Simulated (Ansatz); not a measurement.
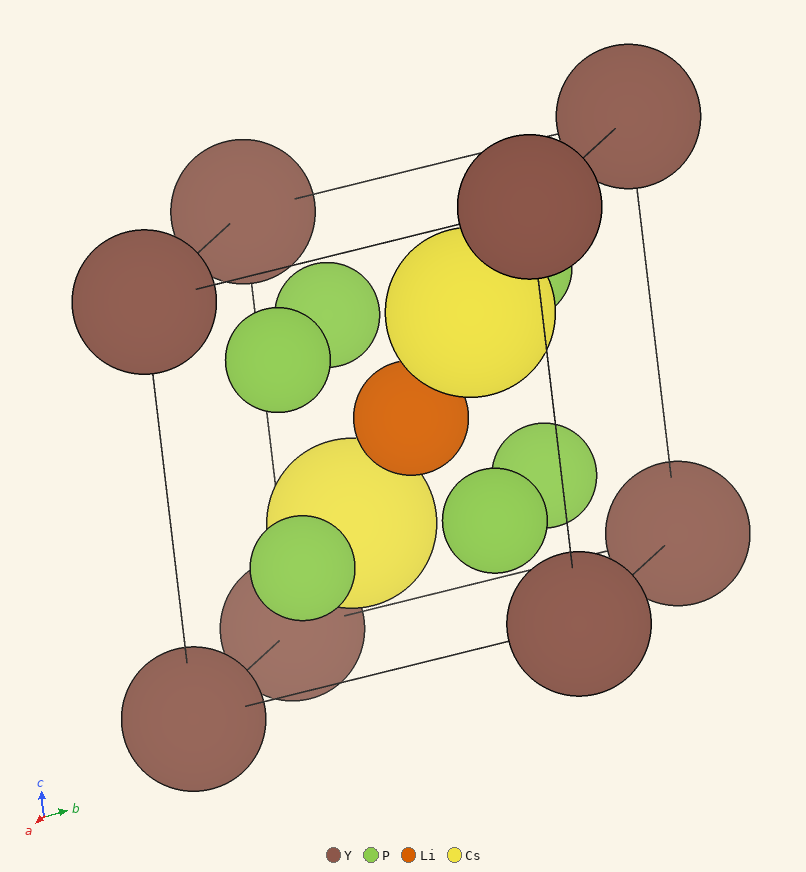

Shown here is a spheres-only view of the crystal, taken slightly off an axis. The lines enclose the simulation cell; boundary atoms appear with their images.

```xyz
10
Lattice="0.0000 4.8331 4.8331 4.8331 0.0000 4.8331 4.8331 4.8331 0.0000" Properties=species:S:1:pos:R:3 pbc="T T T"
Y     0.0000    0.0000    0.0000
P     2.4210    4.8331    4.8331
P     4.8331    2.4210    4.8331
P     7.2451    4.8331    4.8331
P     4.8331    7.2451    4.8331
P     4.8331    4.8331    2.4210
P     4.8331    4.8331    7.2451
Li    4.8331    4.8331    4.8331
Cs    2.4165    2.4165    2.4165
Cs    7.2496    7.2496    7.2496
```

Calculation details: Ansatz 0.2.0, DFT, PAW plane waves, HSE06; a kinetic-energy cutoff of 420 eV, a 2×2×2 mesh of k-points, Fermi-Dirac smearing of 0.026 eV, no spin polarisation.

### How are the electrons shared out in a Bader analysis?

Cs +0.65 e; Li +0.84 e; Y +1.30 e; P -0.57 e.

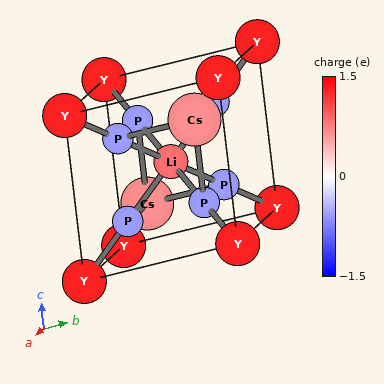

The atoms coloured by those charges.

Origin: a generated cell, made by putting these elements into a known structure type (the compound may or may not exist in this form); unrelaxed. It was run through Ansatz as a DFT input.

At this level of theory the cell isn't at rest (compressed, at 10 GPa and forces up to 2.6 eV/Å), so its distances can differ from those at equilibrium, the more so the softer the solid.
